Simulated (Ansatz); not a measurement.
## Nudged elastic band, with input and output: BSiNH8O (part 1 of 2)

BSiNH8O, computed with RHF/6-31G* (Ansatz 0.2.0).

It belongs to a series of runs on one base structure; here: band between the two ends. Figures and captions count atoms from 1; the log counts them from 0 in places.

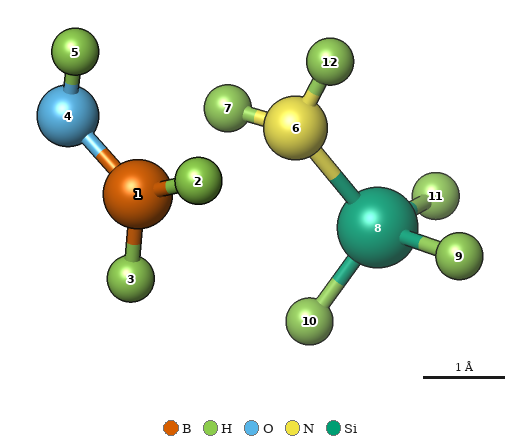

The input geometry (ball-and-stick view, seen at a tilt; atoms are numbered from 1 in the order of the input). Bond lengths as drawn: B–H 1.19 to 1.20 Å, B–O 1.35 Å, H–N 1.00 Å, H–O 0.95 Å, H–Si 1.47 to 1.48 Å and N–Si 1.74 Å.

The input:
```yaml
crystal:
  periodic: [false, false, false]
  atoms:
    - { symbol: B, position_ang: [-0.009074, -0.403805, -0.422428] }
    - { symbol: H, position_ang: [0.271771, -1.149546, 0.468139] }
    - { symbol: H, position_ang: [0.825142, 0.178018, -1.037838] }
    - { symbol: O, position_ang: [-1.290002, -0.27982, -0.841197] }
    - { symbol: H, position_ang: [-1.902268, -0.798503, -0.339264] }
    - { symbol: "N", position_ang: [-0.226407, 1.879576, 1.341425] }
    - { symbol: H, position_ang: [-0.854323, 2.164676, 0.617137] }
    - { symbol: Si, position_ang: [1.211738, 2.811872, 1.611487] }
    - { symbol: H, position_ang: [2.082557, 2.054066, 2.530989] }
    - { symbol: H, position_ang: [1.877131, 3.014352, 0.311711] }
    - { symbol: H, position_ang: [0.982171, 4.14644, 2.215112] }
    - { symbol: H, position_ang: [-0.744837, 1.561174, 2.134725] }
basis:
  gaussian: { orbitals: "6-31G*" }
hamiltonian:
  xc: hf
neb:
  order_check: false
  images: 7
  f_tol: 0.05
  max_iterations: 60
  final_atoms:
    - { symbol: B, position_ang: [-0.00072085, 0.70246352, -0.39768059] }
    - { symbol: H, position_ang: [-0.97167855, -0.91192102, 3.3894795] }
    - { symbol: H, position_ang: [1.0246681, 0.1109467, -0.55955844] }
    - { symbol: O, position_ang: [-1.16889139, 0.22211195, -0.90565634] }
    - { symbol: H, position_ang: [-1.06832636, -0.59368523, -1.37180898] }
    - { symbol: "N", position_ang: [-0.02254082, 1.91697516, 0.32818535] }
    - { symbol: H, position_ang: [-0.93144017, 2.33422838, 0.39778084] }
    - { symbol: Si, position_ang: [1.30316016, 2.77176912, 1.05420129] }
    - { symbol: H, position_ang: [2.49424027, 1.90785801, 1.00040625] }
    - { symbol: H, position_ang: [1.59513459, 4.03998681, 0.35329637] }
    - { symbol: H, position_ang: [0.99454969, 3.10858564, 2.45890311] }
    - { symbol: H, position_ang: [-1.02455567, -0.43081905, 2.84244965] }
  initial_path:
    images:
      - { positions_ang: [[-0.009074, -0.403805, -0.422428], [0.271771, -1.149546, 0.468139], [0.825142, 0.178018, -1.037838], [-1.290002, -0.27982, -0.841197], [-1.902268, -0.798503, -0.339264], [-0.226407, 1.879576, 1.341425], [-0.854323, 2.164676, 0.617137], [1.211738, 2.811872, 1.611487], [2.082557, 2.054066, 2.530989], [1.877131, 3.014352, 0.311711], [0.982171, 4.14644, 2.215112], [-0.744837, 1.561174, 2.134725]] }
      - { positions_ang: [[-0.01516452, -0.30620215, -0.30831178], [0.18682944, -0.85362838, 0.74433315], [0.87119678, 0.11563523, -0.91242439], [-1.27686771, -0.20687319, -0.80572255], [-1.87284698, -0.8007771, -0.37385481], [-0.22213587, 1.84760893, 1.14589587], [-0.91993038, 2.1909703, 0.55815959], [1.2027377, 2.75857377, 1.55412915], [2.11656574, 1.94771084, 2.32402258], [1.83778285, 3.16588976, 0.35687987], [0.91199206, 3.91663277, 2.31421238], [-0.59656011, 1.40295922, 1.99267896]] }
      - { positions_ang: [[-0.02125505, -0.20859929, -0.19419556], [0.10188788, -0.55771076, 1.02052729], [0.91725156, 0.05325247, -0.78701079], [-1.26373342, -0.13392638, -0.7702481], [-1.84342596, -0.8030512, -0.40844562], [-0.21786474, 1.81564186, 0.95036675], [-0.98553775, 2.2172646, 0.49918218], [1.19373741, 2.70527554, 1.4967713], [2.15057448, 1.84135569, 2.11705616], [1.7984347, 3.31742751, 0.40204874], [0.84181312, 3.68682554, 2.41331275], [-0.44828322, 1.24474443, 1.85063291]] }
      - { positions_ang: [[-0.02734557, -0.11099644, -0.08007935], [0.01694633, -0.26179314, 1.29672144], [0.96330633, -0.0091303, -0.66159718], [-1.25059914, -0.06097957, -0.73477366], [-1.81400495, -0.80532531, -0.44303644], [-0.2135936, 1.78367479, 0.75483762], [-1.05114513, 2.2435589, 0.44020477], [1.18473711, 2.65197731, 1.43941345], [2.18458322, 1.73500053, 1.91008974], [1.75908656, 3.46896527, 0.4472176], [0.77163417, 3.45701831, 2.51241313], [-0.30000632, 1.08652965, 1.70858687]] }
      - { positions_ang: [[-0.0334361, -0.01339359, 0.03403687], [-0.06799523, 0.03412448, 1.57291559], [1.00936111, -0.07151307, -0.53618357], [-1.23746485, 0.01196724, -0.69929921], [-1.78458393, -0.80759941, -0.47762725], [-0.20932247, 1.75170773, 0.55930849], [-1.11675251, 2.2698532, 0.38122736], [1.17573681, 2.59867908, 1.38205559], [2.21859195, 1.62864537, 1.70312332], [1.71973841, 3.62050302, 0.49238647], [0.70145523, 3.22721108, 2.61151351], [-0.15172943, 0.92831487, 1.56654083]] }
      - { positions_ang: [[-0.02525729, 0.16557069, -0.07389249], [-0.29391606, -0.20238689, 2.02705656], [1.01318786, -0.02589812, -0.54202729], [-1.22032148, 0.06450341, -0.75088849], [-1.60551954, -0.75412086, -0.70117268], [-0.16262706, 1.79302458, 0.50152771], [-1.07042442, 2.28594699, 0.38536573], [1.20759265, 2.64195159, 1.30009202], [2.28750403, 1.69844853, 1.52744406], [1.68858745, 3.72537397, 0.45761394], [0.77472885, 3.19755472, 2.57336091], [-0.36993599, 0.58853139, 1.88551803]] }
      - { positions_ang: [[-0.01707847, 0.34453497, -0.18182186], [-0.51983689, -0.43889827, 2.48119754], [1.01701461, 0.01971682, -0.54787101], [-1.20317812, 0.11703959, -0.80247778], [-1.42645514, -0.70064232, -0.92471811], [-0.11593165, 1.83434144, 0.44374692], [-1.02409634, 2.30204079, 0.3895041], [1.23944849, 2.6852241, 1.21812844], [2.35641611, 1.76825169, 1.35176479], [1.6574365, 3.83024492, 0.42284142], [0.84800246, 3.16789836, 2.53520831], [-0.58814255, 0.24874791, 2.20449524]] }
      - { positions_ang: [[-0.00889966, 0.52349924, -0.28975123], [-0.74575772, -0.67540964, 2.93533852], [1.02084135, 0.06533176, -0.55371472], [-1.18603475, 0.16957577, -0.85406706], [-1.24739075, -0.64716378, -1.14826355], [-0.06923623, 1.8756583, 0.38596613], [-0.97776825, 2.31813459, 0.39364247], [1.27130432, 2.72849661, 1.13616487], [2.42532819, 1.83805485, 1.17608552], [1.62628554, 3.93511586, 0.38806889], [0.92127607, 3.138242, 2.49705571], [-0.80634911, -0.09103557, 2.52347245]] }
      - { positions_ang: [[-0.00072085, 0.70246352, -0.39768059], [-0.97167855, -0.91192102, 3.3894795], [1.0246681, 0.1109467, -0.55955844], [-1.16889139, 0.22211195, -0.90565634], [-1.06832636, -0.59368523, -1.37180898], [-0.02254082, 1.91697516, 0.32818535], [-0.93144017, 2.33422838, 0.39778084], [1.30316016, 2.77176912, 1.05420129], [2.49424027, 1.90785801, 1.00040625], [1.59513459, 4.03998681, 0.35329637], [0.99454969, 3.10858564, 2.45890311], [-1.02455567, -0.43081905, 2.84244965]] }
```

Hardware: 1 thread of Arm Neoverse V2, 24 GiB of memory available, shared host.

Launch command:
```bash
ansatz run input.yaml --threads 1 --pin off --max-ram 2048MiB --backend cpu --events-out ev --progress --plain --runs-dir out
```

The program's output:
```
Engine: ansatz 0.2.0, aarch64-unknown-linux-gnu
Functional definition: HF
  exchange = exact_x
  correlation = 0
905 factors; integrals over basis functions are off by at most 6.2e-4 eV
mean field evaluation 1: about -12176.5853 eV, gradient 4.0e1 eV
mean field evaluation 2: about -12176.6547 eV, gradient 4.0e1 eV
mean field evaluation 4: about -12180.0127 eV, gradient 3.2e0 eV
mean field evaluation 8: about -12180.0496 eV, gradient 1.9e-1 eV
mean field -12180.04973176 eV, -447.6085717080 hartree, gradient 2.2e-5 eV, S^2 0.000000; 0 other end points of the search recorded, 0 dependent functions left out
the calculation of the forces begins
reference -12180.04973176 eV, -447.6085717080 hartree; 21, 21 occupied and 59, 59 virtual orbitals, 905 factors
905 factors; integrals over basis functions are off by at most 1.0e-3 eV
mean field evaluation 16: about -12180.8531 eV, gradient 3.2e0 eV
mean field -12180.89102931 eV, -447.6394888225 hartree, gradient 1.9e-5 eV, S^2 0.000000; 0 other end points of the search recorded, 0 dependent functions left out
[... from here on the field's lines of each further geometry are left out, up to the last ...]
NEB iter   1: max|band force component| = 8.116e0 eV/Å  barrier→ = 4.7459 eV  barrier← = 5.5872 eV  Δτ_max = 0.2000 Å  (303 SCF iters)
NEB iter   2: max|band force component| = 4.337e0 eV/Å  barrier→ = 2.8192 eV  barrier← = 3.6605 eV  Δτ_max = 0.2000 Å  (209 SCF iters)
NEB iter   3: max|band force component| = 3.875e0 eV/Å  barrier→ = 2.3896 eV  barrier← = 3.2309 eV  Δτ_max = 0.2000 Å  (211 SCF iters)
NEB iter   4: max|band force component| = 1.337e0 eV/Å  barrier→ = 2.2672 eV  barrier← = 3.1085 eV  Δτ_max = 0.1976 Å  (220 SCF iters)
NEB iter   5: max|band force component| = 6.765e-1 eV/Å  barrier→ = 2.0869 eV  barrier← = 2.9282 eV  Δτ_max = 0.1933 Å  (217 SCF iters)
NEB iter   6: max|band force component| = 1.200e0 eV/Å  barrier→ = 1.3972 eV  barrier← = 2.2385 eV  Δτ_max = 0.0999 Å  (215 SCF iters)
NEB iter   7: max|band force component| = 6.688e-1 eV/Å  barrier→ = 1.1496 eV  barrier← = 1.9909 eV  Δτ_max = 0.1994 Å  (213 SCF iters)
NEB iter   8: max|band force component| = 1.336e0 eV/Å  barrier→ = 0.7609 eV  barrier← = 1.6022 eV  Δτ_max = 0.1000 Å  (206 SCF iters)
NEB iter   9: max|band force component| = 9.232e-1 eV/Å  barrier→ = 0.7046 eV  barrier← = 1.5459 eV  Δτ_max = 0.1004 Å  (217 SCF iters)
NEB iter  10: max|band force component| = 6.705e-1 eV/Å  barrier→ = 0.6699 eV  barrier← = 1.5112 eV  Δτ_max = 0.1024 Å  (209 SCF iters)
NEB iter  11: max|band force component| = 2.984e0 eV/Å  barrier→ = 0.6968 eV  barrier← = 1.5381 eV  CI = image 5  Δτ_max = 0.1000 Å  (216 SCF iters)
NEB iter  12: max|band force component| = 2.785e0 eV/Å  barrier→ = 0.8152 eV  barrier← = 1.6565 eV  CI = image 5  Δτ_max = 0.2000 Å  (207 SCF iters)
NEB iter  13: max|band force component| = 2.738e0 eV/Å  barrier→ = 0.9171 eV  barrier← = 1.7584 eV  CI = image 5  Δτ_max = 0.2000 Å  (213 SCF iters)
NEB iter  14: max|band force component| = 3.486e0 eV/Å  barrier→ = 1.6882 eV  barrier← = 2.5295 eV  CI = image 5  Δτ_max = 0.1934 Å  (208 SCF iters)
NEB iter  15: max|band force component| = 2.231e0 eV/Å  barrier→ = 2.0774 eV  barrier← = 2.9187 eV  CI = image 5  Δτ_max = 0.2000 Å  (217 SCF iters)
NEB iter  16: max|band force component| = 1.708e0 eV/Å  barrier→ = 2.0632 eV  barrier← = 2.9045 eV  CI = image 5  Δτ_max = 0.1492 Å  (224 SCF iters)
NEB iter  17: max|band force component| = 7.576e-1 eV/Å  barrier→ = 2.1711 eV  barrier← = 3.0124 eV  CI = image 5  Δτ_max = 0.0796 Å  (212 SCF iters)
NEB iter  18: max|band force component| = 5.054e-1 eV/Å  barrier→ = 2.1368 eV  barrier← = 2.9781 eV  CI = image 5  Δτ_max = 0.0947 Å  (213 SCF iters)
NEB iter  19: max|band force component| = 5.621e-1 eV/Å  barrier→ = 2.0893 eV  barrier← = 2.9306 eV  CI = image 5  Δτ_max = 0.0474 Å  (211 SCF iters)
NEB iter  20: max|band force component| = 4.277e-1 eV/Å  barrier→ = 2.0681 eV  barrier← = 2.9094 eV  CI = image 5  Δτ_max = 0.0927 Å  (214 SCF iters)
NEB iter  21: max|band force component| = 2.327e-1 eV/Å  barrier→ = 2.0513 eV  barrier← = 2.8926 eV  CI = image 5  Δτ_max = 0.0764 Å  (219 SCF iters)
NEB iter  22: max|band force component| = 9.374e-2 eV/Å  barrier→ = 2.0500 eV  barrier← = 2.8913 eV  CI = image 5  Δτ_max = 0.0305 Å  (221 SCF iters)
NEB iter  23: max|band force component| = 6.747e-2 eV/Å  barrier→ = 2.0493 eV  barrier← = 2.8906 eV  CI = image 5  Δτ_max = 0.0345 Å  (200 SCF iters)
NEB iter  24: max|band force component| = 5.970e-2 eV/Å  barrier→ = 2.0487 eV  barrier← = 2.8900 eV  CI = image 5  Δτ_max = 0.0171 Å  (191 SCF iters)
the calculation of the forces begins
reference -12180.87879816 eV, -447.6390393363 hartree; 21, 21 occupied and 59, 59 virtual orbitals, 905 factors
905 factors; integrals over basis functions are off by at most 8.4e-4 eV
mean field -12178.00127798 eV, -447.5332924201 hartree, gradient 8.3e-6 eV, S^2 0.000000; 1 other end points of the search recorded, 0 dependent functions left out
the calculation of the forces begins
reference -12178.00127798 eV, -447.5332924201 hartree; 21, 21 occupied and 59, 59 virtual orbitals, 905 factors
NEB iter  25: max|band force component| = 3.890e-2 eV/Å  barrier→ = 2.0485 eV  barrier← = 2.8898 eV  CI = image 5  Δτ_max = 0.0000 Å  (408 SCF iters)
```
